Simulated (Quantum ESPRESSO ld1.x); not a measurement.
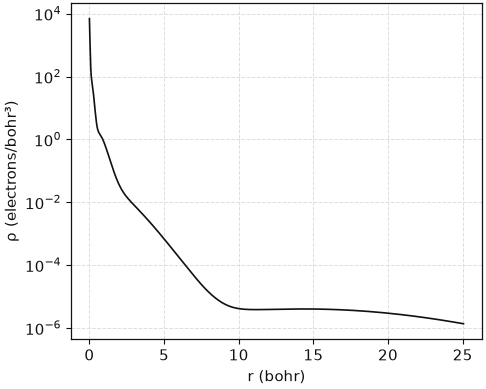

Atomic titanium (Ti) in the configuration [Ne] 3s2 3p5.75 3d2 4s2 4d0.25 (3p: 3 up, 2.75 down, 3d: 2 up, 0 down, 4d: 0.25 up, 0 down). Theory: scalar-relativistic Kohn-Sham, LDA (Slater exchange, VWN5 correlation), spin-polarised, spherical densities, point nucleus (computed with Quantum ESPRESSO ld1.x 7.5).

The plot shows the electron density ρ(r) on a logarithmic scale.

### Read the plot.

The density falls from 7000 electrons/bohr³ at the inner end (r = 0.0023 bohr) to 0.001 at r = 4.71 bohr, a common measure of the size of an atom or ion. The highest occupied orbital, 4d up (⟨r⟩ = 20.6 bohr, −0.291 eV), is also the most diffuse and sets the fall-off far out: over the last part drawn ln ρ falls by 0.15 per bohr, against 2√(−2ε) = 0.29 for the pure exponential. The steps in the slope mark the shells; the radial density has its minima at 0.11, 0.57 and 9.9 bohr.
